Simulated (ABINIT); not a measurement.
**Diamond (Fd-3m, 2 atoms a cell): G0W0 on several meshes in ABINIT**

Wanted: mesh dependence and cost of G0W0 for Diamond (Fd-3m, 2 atoms a cell).

Main program and level: ABINIT 10.8.3; LDA and many-body steps on it, plane waves.

## 1. The structure

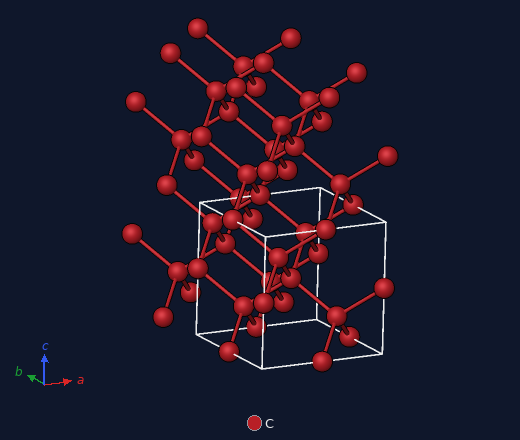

Start, viewed slightly off an axis; carbon red. 1×2×2 cells are drawn. This picture shows the conventional cell, with its axes. Some periodic images of atoms are drawn too.

The cell and positions come from the Crystallography Open Database and are kept as given unless a step says otherwise.

## 2. Empty states on the mesh, 6×6×6 mesh, 299 bands

This step: ABINIT 10.8.3; DFT, LDA, plane waves, norm-conserving pseudopotentials.

The sums over transitions need many empty states on a uniform mesh; this step solves for them.

Contents of run.abi:

```
acell 3*1.0 Angstrom
rprim 
  -0.000000000000 1.783370000000 1.783370000000
  1.783370000000 -0.000000000000 1.783370000000
  1.783370000000 1.783370000000 0.000000000000
ntypat 1
znucl 6
natom 2
typat 1 1
xred 
  0.000000000000 0.000000000000 -0.000000000000
  0.250000000000 0.250000000000 0.250000000000
pp_dirpath "pseudos"
pseudos "C.upf"
ecut 37
ngkpt 6 6 6
nshiftk 1
shiftk 0 0 0
kptopt 1
chksymbreak 0
irdden 1
istwfk *1
nband 299
prtvol 0
optdriver 6
gwr_task "HDIAGO"
paral_kgb 0
occopt 1
indata_prefix "in"
outdata_prefix "out"
tmpdata_prefix "tmp"
```

Launch:

```bash
> OMP_NUM_THREADS=1 mpirun -n 4 abinit run.abi > log
```

What it wrote:

```text
.Version 10.8.3 of ABINIT. v10.8.2 released Aug 2026.

 Symmetries : space group Fd -3 m (#227); Bravais cF (face-center cubic)
[... echo of the input left out ...]
== DATASET  1 ==================================================================
-   mpi_nproc: 4, omp_nthreads: 1 (-1 if OMP is not activated)

--- !DatasetInfo
iteration_state: {dtset: 1, }
dimensions: {natom: 2, nkpt: 16, mband: 299, nsppol: 1, nspinor: 1, nspden: 1, mpw: 869, }
cutoff_energies: {ecut:  37.0, pawecutdg:  -1.0, }
[...]
Indirect band gap semiconductor
 Fundamental gap:     4.162 (eV)
   VBM:    10.035 (eV) at k: [ 0.0000E+00,  0.0000E+00,  0.0000E+00]
   CBM:    14.197 (eV) at k: [ 3.3333E-01,  3.3333E-01,  0.0000E+00]
 Direct gap:         5.561 (eV) at k: [ 0.0000E+00,  0.0000E+00,  0.0000E+00]

== END DATASET(S) ==============================================================
================================================================================

 -outvars: echo values of variables after computation  --------
           etotal      0.0000000000E+00
            nband         299
             nkpt          16
          spgroup         227
 [... the other variables as echoed above ...]

 Calculation completed.
```

It took 5 s on 4 MPI ranks of Arm Neoverse V1, shared host; peak memory 0.37 GiB; 20 s of CPU time.

Numbers from this step:

- gap: 4.162 eV
- k of the valence top: 0, 0, 0
- k of the conduction bottom: 0.3333, 0.3333, 0
- least direct gap: 5.561 eV
- k points computed: 16
- lowest point of the top converged band, above the valence top: 463.4490 eV

On this mesh the gap is 4.162 eV.

The density comes from a self-consistent run that is not shown.

## 3. Screening, 6×6×6 mesh, 61 bands, screening to 203.5 eV

The RPA dielectric matrix is built and inverted for each q.

This step: RPA screening on LDA, plane waves, norm-conserving pseudopotentials.

run.abi, as its differences from that of step 2:

```diff
@@ -20,10 +20,11 @@
 chksymbreak 0
-irdden 1
 istwfk *1
-nband 299
-prtvol 0
-optdriver 6
-gwr_task "HDIAGO"
-paral_kgb 0
 occopt 1
+irdwfk 1
+optdriver 3
+nband 61
+ecuteps 7.48
+inclvkb 2
+awtr 1
+symchi 1
 indata_prefix "in"
```

What it wrote:

```text
.Version 10.8.3 of ABINIT. v10.8.2 released Aug 2026.

 Symmetries : space group Fd -3 m (#227); Bravais cF (face-center cubic)
[... echo of the input left out ...]
== DATASET  1 ==================================================================
-   mpi_nproc: 4, omp_nthreads: 1 (-1 if OMP is not activated)

--- !DatasetInfo
iteration_state: {dtset: 1, }
dimensions: {natom: 2, nkpt: 16, mband: 61, nsppol: 1, nspinor: 1, nspden: 1, mpw: 869, }
cutoff_energies: {ecut:  37.0, pawecutdg:  -1.0, }
electrons: {nelect:   8.00000000E+00, charge:   0.00000000E+00, occopt:   1.00000000E+00, tsmear:   1.00000000E-02, }

 SCREENING: Calculation of the susceptibility and dielectric matrices

 Based on a program developped by R.W. Godby, V. Olevano, G. Onida, and L. Reining.
 Incorporated in ABINIT by V. Olevano, G.-M. Rignanese, and M. Torrent.
.Using double precision arithmetic ; gwpc =  8

[... cell and pseudopotentials left out ...]
--------------------------------------------------------------------------------

 ==== K-mesh for the wavefunctions ====
 Number of points in the irreducible wedge :    16
[... list of points left out ...]
 Together with 48 symmetry operations and time-reversal symmetry
 yields   216 points in the full Brillouin Zone.

 ==== Q-mesh for the screening function ====
 Number of points in the irreducible wedge :    16
[... list of points left out ...]
 Together with 48 symmetry operations and time-reversal symmetry
 yields   216 points in the full Brillouin Zone.

 setmesh: FFT mesh size selected  =    20x   20x   20
          total number of points  =         8000

 vcoul_init : cutoff-mode = AUXILIARY_FUNCTION
 q-points for optical limit:   1
     1)      0.000010    0.000020    0.000030

- screening: taking advantage of time-reversal symmetry
- Maximum band index for partially occupied states nbvw = 4
- Remaining bands to be divided among processors   nbcw = 57
- Number of bands treated by each node ~14

 Number of electrons calculated from density =    8.0000; Expected =    8.0000
 average of density, n =  0.104505
 r_s =    1.3170
 omega_plasma =   31.1835 [eV]

 calculating chi0 at frequencies [eV] :
  1    0.000000E+00    0.000000E+00
  2    0.000000E+00    3.118352E+01

--------------------------------------------------------------------------------
  q-point number  1        q = ( 0.000000, 0.000000, 0.000000) [r.l.u.]
--------------------------------------------------------------------------------
[... chi0 elements left out ...]
 For q-point:  0.000010 0.000020 0.000030
  dielectric constant =   5.7962
  dielectric constant without local fields =   6.2257

  Average fulfillment of the sum rule on Im[epsilon] for q-point    1 :     88.23  [%]
[... wings left out ...]
  q-point number  2        q = ( 0.166667, 0.000000, 0.000000) [r.l.u.]
--------------------------------------------------------------------------------
[... chi0 elements left out ...]
  Average fulfillment of the sum rule on Im[epsilon] for q-point    2 :     97.31  [%]

 [... 14 further q-points ...]
```

It took 8.7 s on 4 MPI ranks; peak memory 0.43 GiB.

Numbers from this step:

```yaml
eps_infinity_with_local_fields_on_this_mesh_along_the_program_s_q_direction: 5.796
the_same_without_local_fields: 6.226
plasma_frequency: 31.18 eV
plane_waves_in_the_screening_matrix: 65
```

Local fields lower ε∞ by 7 %. On a Γ-centred mesh this coarse the value itself is usually too large, while a short band sum pulls it down.

## 4. 6×6×6

The self-energy is evaluated for the states that the input lists, and the levels follow from it, in one-shot runs by the linearised quasiparticle equation.

This step: G0W0 on LDA, plane waves, norm-conserving pseudopotentials.

run.abi, as its differences from that of step 3:

```diff
@@ -23,8 +23,21 @@
 irdwfk 1
-optdriver 3
+optdriver 4
 nband 61
+gwcalctyp 0
+ecutsigx 37
+symsigma 1
+nkptgw 4
+kptgw 
+  0.0000000000 0.0000000000 0.0000000000
+  0.3333333333 0.3333333333 0.0000000000
+  0.5000000000 0.0000000000 0.0000000000
+  0.5000000000 0.5000000000 0.0000000000
+bdgw 
+  2 7
+  3 6
+  3 6
+  3 6
 ecuteps 7.48
-inclvkb 2
-awtr 1
-symchi 1
+irdscr 1
+ppmodel 1
 indata_prefix "in"
```

What it wrote:

```text
.Version 10.8.3 of ABINIT. v10.8.2 released Aug 2026.

 Symmetries : space group Fd -3 m (#227); Bravais cF (face-center cubic)
[... echo of the input left out ...]
== DATASET  1 ==================================================================
-   mpi_nproc: 4, omp_nthreads: 1 (-1 if OMP is not activated)

--- !DatasetInfo
iteration_state: {dtset: 1, }
dimensions: {natom: 2, nkpt: 16, mband: 61, nsppol: 1, nspinor: 1, nspden: 1, mpw: 869, }
cutoff_energies: {ecut:  37.0, pawecutdg:  -1.0, }
electrons: {nelect:   8.00000000E+00, charge:   0.00000000E+00, occopt:   1.00000000E+00, tsmear:   1.00000000E-02, }

 SIGMA: Calculation of the GW corrections

 Based on a program developped by R.W. Godby, V. Olevano, G. Onida, and L. Reining.
 Incorporated in ABINIT by V. Olevano, G.-M. Rignanese, and M. Torrent.
.Using double precision arithmetic ; gwpc =  8

[... cell and pseudopotentials left out ...]
--------------------------------------------------------------------------------

 ==== K-mesh for the wavefunctions ====
 Number of points in the irreducible wedge :    16
[... list of points left out ...]
 Together with 48 symmetry operations and time-reversal symmetry
 yields   216 points in the full Brillouin Zone.

 ==== Q-mesh for screening function ====
 Number of points in the irreducible wedge :    16
[... list of points left out ...]
 Together with 48 symmetry operations and time-reversal symmetry
 yields   216 points in the full Brillouin Zone.

 vcoul_init : cutoff-mode = AUXILIARY_FUNCTION
 q-points for optical limit:   1
     1)      0.000010    0.000020    0.000030
 setmesh: FFT mesh size selected  =    32x   32x   32
          total number of points  =        32768

 Number of electrons calculated from density =    8.0000; Expected =    8.0000
 average of density, n =  0.104505
 r_s =    1.3170
 omega_plasma =   31.1835 [eV]

 === KS Band Gaps ===
  >>>> For spin  1
   Minimum direct gap =   5.5609 [eV], located at k-point      :   0.0000  0.0000  0.0000
   Fundamental gap    =   4.1619 [eV], Top of valence bands at :   0.0000  0.0000  0.0000
                                       Bottom of conduction at :   0.3333  0.3333  0.0000
 SIGMA fundamental parameters:
 PLASMON POLE MODEL  1
 number of plane-waves for SigmaX                  869
 number of plane-waves for SigmaC and W             65
 number of plane-waves for wavefunctions           869
 number of bands                                    61
 number of independent spin polarizations            1
 number of spinorial components                      1
 number of k-points in IBZ                          16
 number of q-points in IBZ                          16
 number of symmetry operations                      48
 number of k-points in BZ                          216
 number of q-points in BZ                          216
 number of frequencies for dSigma/dE                 9
 frequency step for dSigma/dE [eV]                0.25
 number of omega for Sigma on real axis              0
 max omega for Sigma on real axis  [eV]           0.00
 zcut for avoiding poles [eV]                     0.10

 EPSILON^-1 parameters (SCR file):
 dimension of the eps^-1 matrix on file             65
 dimension of the eps^-1 matrix used                65
 number of plane-waves for wavefunctions           869
 number of bands                                    61
 number of q-points in IBZ                          16
 number of frequencies                               2
 number of real frequencies                          1
 number of imag frequencies                          1

 matrix elements of self-energy operator (all in [eV])

 Perturbative Calculation

--- !SelfEnergy_ee
iteration_state: {dtset: 1, }
kpoint     : [   0.000,    0.000,    0.000, ]
spin       : 1
KS_gap     :    5.561
QP_gap     :    7.342
Delta_QP_KS:    1.781
data: !SigmaeeData |
     Band     E0 <VxcDFT>   SigX SigC(E0)      Z dSigC/dE  Sig(E)    E-E0       E
        2  10.035 -16.825 -19.311   1.639   0.830  -0.205 -17.528  -0.703   9.332
        3  10.035 -16.825 -19.311   1.639   0.830  -0.205 -17.528  -0.703   9.332
        4  10.035 -16.825 -19.311   1.639   0.830  -0.205 -17.528  -0.703   9.332
        5  15.596 -15.621  -9.487  -4.838   0.831  -0.203 -14.543   1.078  16.674
        6  15.596 -15.621  -9.487  -4.838   0.831  -0.203 -14.543   1.078  16.674
        7  15.596 -15.621  -9.487  -4.838   0.831  -0.203 -14.543   1.078  16.674

--- !SelfEnergy_ee
iteration_state: {dtset: 1, }
kpoint     : [   0.333,    0.333,    0.000, ]
spin       : 1
KS_gap     :    9.488
QP_gap     :   11.239
Delta_QP_KS:    1.751
data: !SigmaeeData |
     Band     E0 <VxcDFT>   SigX SigC(E0)      Z dSigC/dE  Sig(E)    E-E0       E
[...]
--- !SelfEnergy_ee
iteration_state: {dtset: 1, }
kpoint     : [   0.500,    0.000,    0.000, ]
spin       : 1
KS_gap     :   11.232
QP_gap     :   13.306
Delta_QP_KS:    2.074
data: !SigmaeeData |
     Band     E0 <VxcDFT>   SigX SigC(E0)      Z dSigC/dE  Sig(E)    E-E0       E
[...]
--- !SelfEnergy_ee
iteration_state: {dtset: 1, }
kpoint     : [   0.500,    0.500,    0.000, ]
spin       : 1
KS_gap     :   11.077
QP_gap     :   12.849
Delta_QP_KS:    1.772
data: !SigmaeeData |
     Band     E0 <VxcDFT>   SigX SigC(E0)      Z dSigC/dE  Sig(E)    E-E0       E
[...]
4   3.718 -15.857 -20.626   3.456   0.813  -0.230 -16.925  -1.068   2.650
        5  14.795 -13.770  -8.046  -4.890   0.843  -0.186 -13.066   0.704  15.499
        6  14.795 -13.770  -8.046  -4.890   0.843  -0.186 -13.066   0.704  15.499

== END DATASET(S) ==============================================================
================================================================================

 -outvars: echo values of variables after computation  --------
           etotal      0.0000000000E+00
            nband          61
             nkpt          16
          spgroup         227
 [... the other variables as echoed above ...]

 Calculation completed.
```

It took 4 s on 4 MPI ranks; peak memory 0.46 GiB; 16 s of CPU time.

This step gave:

```
G0W0 gap on the mesh                         : 5.611 eV
starting gap on the mesh                     : 4.162 eV
k of the valence top                         : 0, 0, 0
k of the conduction bottom                   : 0.3333, 0.3333, 0
Z at the valence top                         : 0.83
Z at the conduction bottom                   : 0.84
least direct G0W0 gap on the computed points : 7.342 eV
```

The gap on the mesh goes from 4.16 eV to 5.61 eV, a correction of +1.45 eV.

## 5. Empty states on the mesh, 8×8×8 mesh, 69 bands

This step: DFT, LDA, plane waves, norm-conserving pseudopotentials.

Contents of run.abi:

```
acell 3*1.0 Angstrom
rprim 
  -0.000000000000 1.783370000000 1.783370000000
  1.783370000000 -0.000000000000 1.783370000000
  1.783370000000 1.783370000000 0.000000000000
ntypat 1
znucl 6
natom 2
typat 1 1
xred 
  0.000000000000 0.000000000000 -0.000000000000
  0.250000000000 0.250000000000 0.250000000000
pp_dirpath "pseudos"
pseudos "C.upf"
ecut 37
ngkpt 8 8 8
nshiftk 1
shiftk 0 0 0
kptopt 1
chksymbreak 0
irdden 1
istwfk *1
nband 69
prtvol 0
optdriver 6
gwr_task "HDIAGO"
paral_kgb 0
occopt 1
indata_prefix "in"
outdata_prefix "out"
tmpdata_prefix "tmp"
```

What it wrote:

```text
[banner, memory and clock lines left out]
.Version 10.8.3 of ABINIT. v10.8.2 released Aug 2026.

 Symmetries : space group Fd -3 m (#227); Bravais cF (face-center cubic)
[... echo of the input left out ...]
== DATASET  1 ==================================================================
-   mpi_nproc: 4, omp_nthreads: 1 (-1 if OMP is not activated)

--- !DatasetInfo
iteration_state: {dtset: 1, }
dimensions: {natom: 2, nkpt: 29, mband: 69, nsppol: 1, nspinor: 1, nspden: 1, mpw: 869, }
cutoff_energies: {ecut:  37.0, pawecutdg:  -1.0, }
[...]
Integrated=    8.0000E+00

 === KS gaps after direct diagonalization ===
 Indirect band gap semiconductor
 Fundamental gap:     4.142 (eV)
   VBM:    10.035 (eV) at k: [ 0.0000E+00,  0.0000E+00,  0.0000E+00]
   CBM:    14.178 (eV) at k: [ 3.7500E-01,  3.7500E-01,  0.0000E+00]
 Direct gap:         5.561 (eV) at k: [ 0.0000E+00,  0.0000E+00,  0.0000E+00]

== END DATASET(S) ==============================================================

 -outvars: echo values of variables after computation  --------
           etotal      0.0000000000E+00
            nband          69
             nkpt          29
          spgroup         227
 [... the other variables as echoed above ...]

 Calculation completed.
```

Elapsed: 7.7 s, on 4 MPI ranks; peak memory 0.27 GiB; 30 s of CPU time.

This step gave:

| Item | Value |
| --- | --- |
| gap | 4.142 eV |
| k of the valence top | 0, 0, 0 |
| k of the conduction bottom | 0.375, 0.375, 0 |
| least direct gap | 5.561 eV |
| k points computed | 29 |
| lowest point of the top converged band, above the valence top | 146.2656 eV |

On this mesh the gap is 4.142 eV.

## 6. Screening, 8×8×8 mesh, 61 bands, screening to 203.5 eV

This step: RPA screening on LDA, plane waves, norm-conserving pseudopotentials.

run.abi, as its differences from that of step 5:

```diff
@@ -20,10 +20,11 @@
 chksymbreak 0
-irdden 1
 istwfk *1
-nband 69
-prtvol 0
-optdriver 6
-gwr_task "HDIAGO"
-paral_kgb 0
 occopt 1
+irdwfk 1
+optdriver 3
+nband 61
+ecuteps 7.48
+inclvkb 2
+awtr 1
+symchi 1
 indata_prefix "in"
```

What it wrote:

```text
.Version 10.8.3 of ABINIT. v10.8.2 released Aug 2026.

 Symmetries : space group Fd -3 m (#227); Bravais cF (face-center cubic)
[... echo of the input left out ...]
== DATASET  1 ==================================================================
-   mpi_nproc: 4, omp_nthreads: 1 (-1 if OMP is not activated)

--- !DatasetInfo
iteration_state: {dtset: 1, }
dimensions: {natom: 2, nkpt: 29, mband: 61, nsppol: 1, nspinor: 1, nspden: 1, mpw: 869, }
cutoff_energies: {ecut:  37.0, pawecutdg:  -1.0, }
electrons: {nelect:   8.00000000E+00, charge:   0.00000000E+00, occopt:   1.00000000E+00, tsmear:   1.00000000E-02, }

 SCREENING: Calculation of the susceptibility and dielectric matrices

 Based on a program developped by R.W. Godby, V. Olevano, G. Onida, and L. Reining.
 Incorporated in ABINIT by V. Olevano, G.-M. Rignanese, and M. Torrent.
.Using double precision arithmetic ; gwpc =  8

[... cell and pseudopotentials left out ...]
--------------------------------------------------------------------------------

 ==== K-mesh for the wavefunctions ====
 Number of points in the irreducible wedge :    29
[... list of points left out ...]
 Together with 48 symmetry operations and time-reversal symmetry
 yields   512 points in the full Brillouin Zone.

 ==== Q-mesh for the screening function ====
 Number of points in the irreducible wedge :    29
[... list of points left out ...]
 Together with 48 symmetry operations and time-reversal symmetry
 yields   512 points in the full Brillouin Zone.

 setmesh: FFT mesh size selected  =    20x   20x   20
          total number of points  =         8000

 vcoul_init : cutoff-mode = AUXILIARY_FUNCTION
 q-points for optical limit:   1
     1)      0.000010    0.000020    0.000030

- screening: taking advantage of time-reversal symmetry
- Maximum band index for partially occupied states nbvw = 4
- Remaining bands to be divided among processors   nbcw = 57
- Number of bands treated by each node ~14

 Number of electrons calculated from density =    8.0000; Expected =    8.0000
 average of density, n =  0.104505
 r_s =    1.3170
 omega_plasma =   31.1835 [eV]

 calculating chi0 at frequencies [eV] :
  1    0.000000E+00    0.000000E+00
  2    0.000000E+00    3.118352E+01

--------------------------------------------------------------------------------
  q-point number  1        q = ( 0.000000, 0.000000, 0.000000) [r.l.u.]
--------------------------------------------------------------------------------
[... chi0 elements left out ...]
 For q-point:  0.000010 0.000020 0.000030
  dielectric constant =   5.5689
  dielectric constant without local fields =   5.9877

  Average fulfillment of the sum rule on Im[epsilon] for q-point    1 :     88.23  [%]
[... wings left out ...]
  q-point number  2        q = ( 0.125000, 0.000000, 0.000000) [r.l.u.]
--------------------------------------------------------------------------------
[... chi0 elements left out ...]
  Average fulfillment of the sum rule on Im[epsilon] for q-point    2 :     97.95  [%]

 [... 27 further q-points ...]
```

The job ended after 36 s (4 MPI ranks; peak memory 0.63 GiB).

Numbers from this step:

| Quantity | Value |
| --- | --- |
| ε∞ with local fields, on this mesh, along the program's q direction | 5.569 |
| the same without local fields | 5.988 |
| plasma frequency | 31.18 eV |
| plane waves in the screening matrix | 65 |

(Part 1 of 2 ends here.)

[Paths, hosts, dates, memory and timing lines, banners, echoed tables and standing remarks are left out of the program output.]

[Logs are printed without paths, hosts, clocks, repeated set-up lines and the standing remarks that a program may print on its own settings, such as how far it seeks lower states.]

[Runs of the session that timed out or met a known fault of the program may be left out.]

[Hosts, paths, dates, database ids (printed as entryN), source tags and the programs' standing remarks are cut or masked in the printed files.]

[G0W0 gaps are taken among the corrected bands and points alone; a level outside them can change the order at an edge.]

[Where Ansatz stands beside ABINIT at settings called matched, ABINIT's density can come from a denser mesh and the files from another edition; pairs whose starting gaps differed by over 0.03 eV were left out, so agreement reads better than it is.]
